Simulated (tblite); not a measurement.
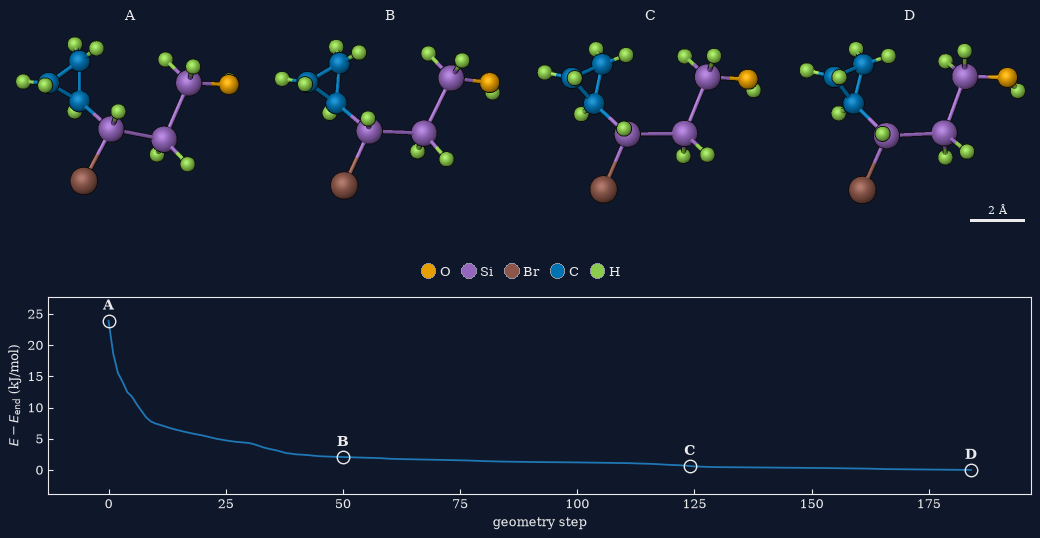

Frames of a relaxation of C3H11BrOSi3, marked on the history of the run. Style: ball-and-stick. Shown at a tilt.

Computed with GFN2-xTB geometry optimisation, gas phase in tblite. 

What happens along the run?

Answer. The energy falls by 23.9 kJ/mol in 184 geometry steps. The largest move after the best rigid fit is that of an H atom, 1.02 Å. Largest moves by element: H 1.02 Å, Br 1.01 Å, C 0.42 Å, Si 0.36 Å, O 0.33 Å. Among the contacts that change: O–Si 1.671 → 1.624 Å, H–Si 1.494 → 1.459 Å, Br–Si 2.227 → 2.249 Å, Si–Si 2.304 → 2.321 Å. Bond angles that change, for instance: Si–Si–Si 103.3° → 115.9°, O–Si–H 108.5° → 99.9°, Si–O–H 115.9° → 123.7°. Groups turn about C–Si by about 45°, O–Si by about 35°, Si–Si by about 30°. The run took 3.7 s on 1 thread of Arm Neoverse N1, on a shared host. From step 0 to 50: H atoms move most (0.47 Å), energy −21.9 kJ/mol. From step 50 to 124: the Br atom moves most (0.53 Å), energy −1.44 kJ/mol. From step 124 to 184: an H atom moves most (0.45 Å), energy −0.62 kJ/mol.

```csv
step,"E − E(0), kJ/mol"
0,0.00
1,-5.27
2,-8.38
3,-9.79
4,-11.45
5,-12.17
6,-13.38
7,-14.44
8,-15.47
9,-16.13
10,-16.48
19,-18.23
28,-19.45
37,-21.03
47,-21.77
56,-21.97
65,-22.22
74,-22.34
83,-22.55
92,-22.65
102,-22.73
111,-22.82
120,-23.11
129,-23.45
138,-23.51
147,-23.56
157,-23.65
166,-23.78
175,-23.86
184,-23.91
```
